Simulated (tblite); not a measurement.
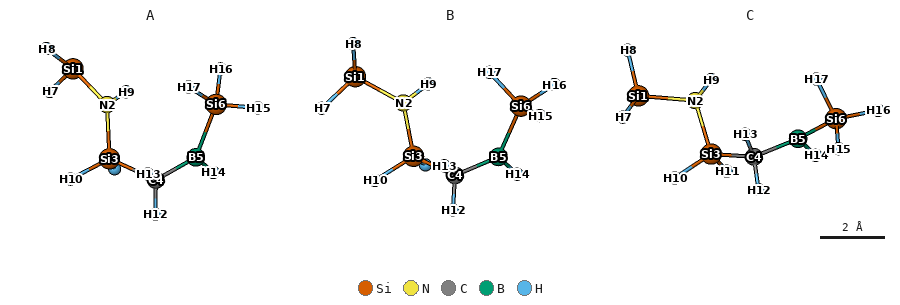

3 geometries from one relaxation of CH₁₁BNSi₃ (multiplicity 2), in shuffled order. Style: ball-and-stick. Shown at a tilt.

Method: GFN2-xTB geometry optimisation, gas phase in tblite 0.8.0. 

Put them in the order of the run, from the start to the converged end.

Answer. C, B, A. They are steps 0, 73, 195, at +99.9 kJ/mol, +6.39 kJ/mol relative to the last. Over 195 geometry steps the energy falls by 99.9 kJ/mol. H7 moves most after the best rigid fit: 2.63 Å. By element the largest moves are H 2.63 Å, Si 1.39 Å, N 0.88 Å, C 0.76 Å, B 0.63 Å. Among the contacts that change: Si1–N2 1.804 → 1.737 Å, C4–B5 1.607 → 1.542 Å, N2–Si3 1.768 → 1.724 Å, Si3–C4 1.875 → 1.919 Å. Bond angles that change, for instance: Si1–N2–Si3 110.8° → 128.8°, B5–C4–H13 104.3° → 115.7°, B5–Si6–H17 105.0° → 114.7°. Cost: 1.4 s on 1 thread of Arm Neoverse V2, on a shared host.
